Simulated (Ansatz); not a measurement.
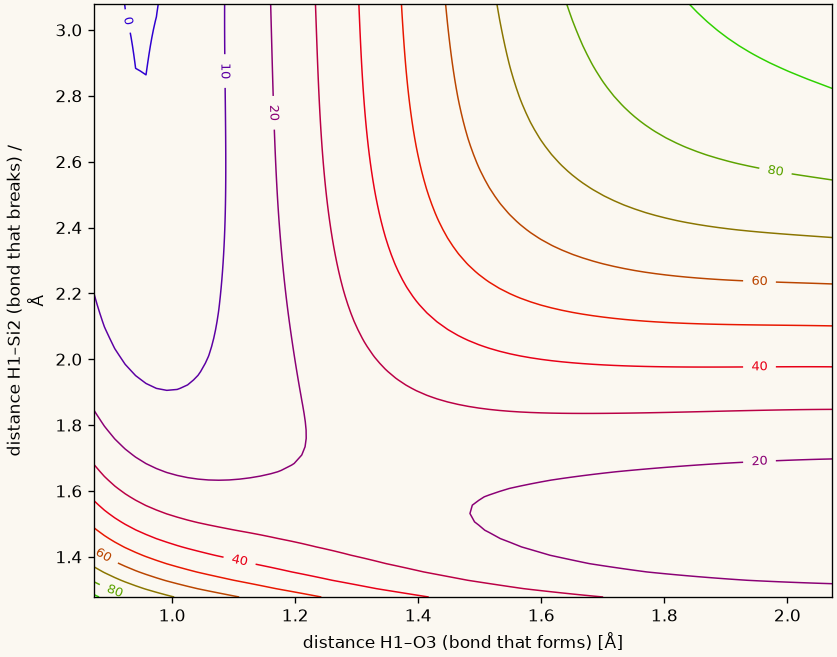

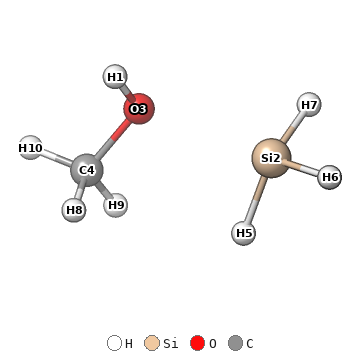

Energy landscape of the reacting system CH₇OSi (fragments H₄Si + CH₃O where the first distance is long, CH₄O + H₃Si where the second is long), spin multiplicity 2. 
- First axis: distance H1–O3 (bond that forms). Second axis: distance H1–Si2 (bond that breaks).
- Relaxed at each point: all other coordinates.
- Grid: 8 × 8 points.
- Points are written as (first, second).
- Energies: kcal/mol, counted from the lowest grid point.
- In part of the range the unrestricted reference is strongly spin-contaminated.
- The calculation used UKS BHLYP-D4/def2-SVP in Ansatz.

Drawn: contour lines labelled in kcal/mol. Between grid points the surface is interpolated. The second picture is the structure at the lowest point.

> Summarise what can be read from the map.

The lowest grid point is at (0.978 Å, 3.078 Å). It lies in a valley that leaves the map towards separated partners. The highest grid point, (2.073 Å, 3.078 Å), lies 95 kcal/mol above the lowest. On the interpolated surface the lowest path from the side where the first distance is long, about (2.07 Å, 1.48 Å), to the side where the second distance is long, (0.978 Å, 3.078 Å), has its top at (1.289 Å, 1.654 Å), about 9.2 kcal/mol above the start and 22 kcal/mol above the end.

The values on the grid:

```csv
"second ↓, first →",0.873,0.978,1.124,1.289,1.469,1.661,1.863,2.073
3.078,5,0,15,38,63,81,91,95
2.763,6,1,15,37,60,76,84,88
2.460,7,2,14,34,54,67,73,76
2.172,10,5,14,30,45,52,55,56
1.902,18,10,15,25,32,34,34,34
1.654,32,21,19,22,22,20,19,18
1.436,58,42,34,28,22,18,15,13
1.278,92,73,59,47,38,31,27,25
```

The whole map (64 points run) took 38 min on 1 thread of Arm Neoverse V2, with other jobs on the host.
